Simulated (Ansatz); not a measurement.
Fields on a plane of TaS2 (CdI2 type)

```
TaS2
1.0
    3.32882     0.00000     0.00000
   -1.66441     2.88285     0.00000
    0.00000     0.00000     5.78549
Ta S
1 2
Direct
  0.00000   0.00000   0.00000
  0.33333   0.66667   0.26700
  0.66667   0.33333   0.73300
```

The slice is a (-1 1 0 2) plane (indices of the conventional cell) through the point (0.667, 0.333, 0.733) (fractional), spanned by u = [110] and v = [1 -1 1] in vectors of this cell: u (3.33 Å) and v (8.17 Å, at 90° to u). It covers one period; positions are fractions (u, v).

Atoms on it: S at (0.00, 0.00). Other atoms lie within 1 Å of the plane.

These are PBE-D3(BJ) (plane waves to 420 eV, PAW, scalar-relativistic; Ansatz, a quantum-chemistry and plane-wave program) values and carry that method's errors. k mesh 16×16×8. These are valence fields of a PAW run, semicore shells included where kept as valence: close to a nucleus they are smooth pseudo fields. Spin-orbit coupling is left out, though Ta is heavy. TaS2 is run without spin polarisation. TaS2 was relaxed with its symmetry unable to fall.

```
|xx%%@@++..++@@%%|
|@@@@%%::  ::%%@@|
|**++::      ::++|
|                |
|++==..      ..==|
|@@@@**..  ..**@@|
|@@@@%%::  ::%%@@|
|%%@@%%--  --%%@@|
|@@@@##::  ::##@@|
|@@%%++..  ..++%%|
|----::......::--|
|++--..::--::..--|
|xx##::::==::::##|
|xxxx==..--..==xx|
|xx%%::..::..::%%|
|==--....::....--|
|====--::..::--==|
|@@%%##--..--##%%|
|xx##%%++..++%%##|
|xxxx@@**..**@@xx|
```
Scale: ten equal steps from 0.01 (start of ' ') to 0.91 (end of '@'), in the order ' .:-=+*#%@'. Values: electron localisation function (ELF). The map has 8 points along u (two characters each, u = 0 at the left) and 20 along v (v = 0 in the bottom row). Points within 0.5 Å of a nucleus are blanked (x), as the pseudised field means little there.

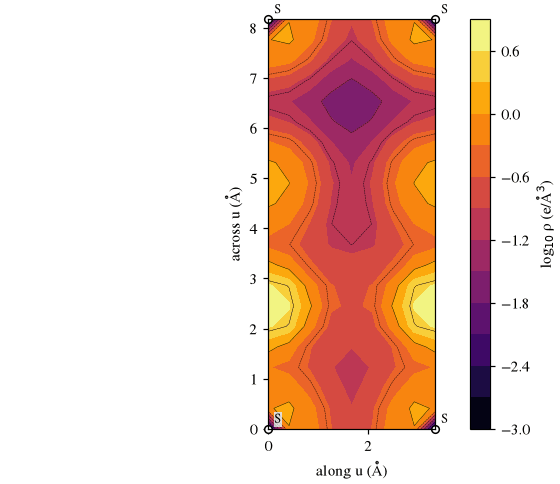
Figure: Log₁₀ of the valence density in e/Å³, one period of the plane, atoms marked. The scale is logarithmic, as a density can span decades between atoms and voids; values under 0.001 e/Å³ are set to 0.001.
